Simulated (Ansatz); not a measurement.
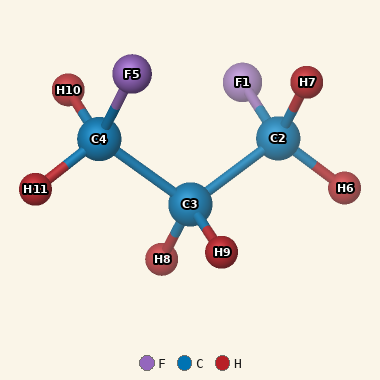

The system is C3H6F2, SMILES FCCCF; the picture shows the reference structure. First axis: dihedral F1–C2–C3–C4. Second axis: dihedral C2–C3–C4–F5. Nothing is relaxed (all other coordinates rigid). Grid: 18 × 18 points; 171 points were computed and 153 follow by symmetry. Points are written as (first, second). Energies: kJ/mol, counted from the lowest grid point. Method: Ansatz 0.2.0, RKS PBE0-D4/def2-SVP.

Its coordinates:

```json
{"atom": "F", "x (Å)": "-0.7148", "y (Å)": "0.7728", "z (Å)": "-1.6780"}
{"atom": "C", "x (Å)": "0.2626", "y (Å)": "1.0000", "z (Å)": "-0.7365"}
{"atom": "C", "x (Å)": "0.5789", "y (Å)": "-0.2829", "z (Å)": "-0.0039"}
{"atom": "C", "x (Å)": "-0.6123", "y (Å)": "-0.8351", "z (Å)": "0.7438"}
{"atom": "F", "x (Å)": "-1.0240", "y (Å)": "0.0655", "z (Å)": "1.6992"}
{"atom": "H", "x (Å)": "1.1565", "y (Å)": "1.3951", "z (Å)": "-1.2476"}
{"atom": "H", "x (Å)": "-0.1071", "y (Å)": "1.7616", "z (Å)": "-0.0298"}
{"atom": "H", "x (Å)": "0.9320", "y (Å)": "-1.0411", "z (Å)": "-0.7227"}
{"atom": "H", "x (Å)": "1.4044", "y (Å)": "-0.0961", "z (Å)": "0.7032"}
{"atom": "H", "x (Å)": "-1.4505", "y (Å)": "-1.0112", "z (Å)": "0.0492"}
{"atom": "H", "x (Å)": "-0.3605", "y (Å)": "-1.7856", "z (Å)": "1.2435"}
```

Range: dihedral F1–C2–C3–C4 from −180 to 160°; dihedral C2–C3–C4–F5 from −180 to 160°.

Question: Predict the map.

Answer: The lowest grid point is at (−60°, −60°). There are further wells near (60°, 60°) (0.35 kJ/mol above the lowest at that grid point); (−180°, −60°) (5.4 kJ/mol above the lowest at that grid point); (−180°, 60°) (5.4 kJ/mol above the lowest at that grid point). The highest grid point, (0°, 0°), lies 173.5 kJ/mol above the lowest. On the interpolated surface the easiest way out of the lowest well to the well at (−180°, −60°) passes a barrier of about 19 kJ/mol. Round the minimum the contours are nearly round: the two directions are equally stiff and uncoupled.

| dihedral C2–C3–C4–F5 ↓, dihedral F1–C2–C3–C4 → | −180 | −140 | −100 | −60 | −20 | 20 | 60 | 100 | 140 |
| --- | --- | --- | --- | --- | --- | --- | --- | --- | --- |
| 140 | 21.4 | 36.0 | 33.0 | 17.0 | 35.4 | 32.3 | 16.0 | 32.5 | 32.9 |
| 100 | 18.8 | 32.5 | 35.2 | 19.6 | 32.6 | 32.5 | 12.9 | 28.7 | 32.5 |
| 60 | 5.4 | 17.0 | 20.2 | 15.2 | 32.5 | 19.2 | 0.3 | 12.9 | 16.0 |
| 20 | 20.1 | 35.9 | 33.6 | 32.8 | 126.2 | 74.8 | 19.2 | 32.5 | 32.3 |
| −20 | 19.8 | 32.1 | 32.8 | 18.7 | 74.1 | 126.2 | 32.5 | 32.6 | 35.4 |
| −60 | 5.4 | 16.0 | 13.2 | 0.0 | 18.7 | 32.8 | 15.2 | 19.6 | 17.0 |
| −100 | 19.3 | 33.1 | 29.6 | 13.2 | 32.8 | 33.6 | 20.2 | 35.2 | 33.0 |
| −140 | 21.7 | 33.1 | 33.1 | 16.0 | 32.1 | 35.9 | 17.0 | 32.5 | 36.0 |
| −180 | 11.8 | 21.7 | 19.3 | 5.4 | 19.8 | 20.1 | 5.4 | 18.8 | 21.4 |

The table holds every second grid line.

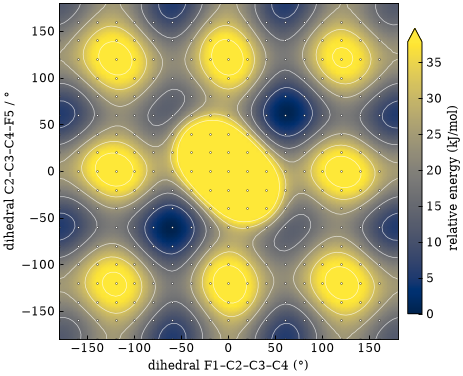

The picture shows a smooth colour map with a few white contour lines, dots at the grid points, one colour for all values above the top of the scale. Between grid points the surface is interpolated.

Time for the 171 points that were run: 6.6 min on 1 thread of Intel(R) Xeon(R) 6975P-C (Granite Rapids), on a shared host.
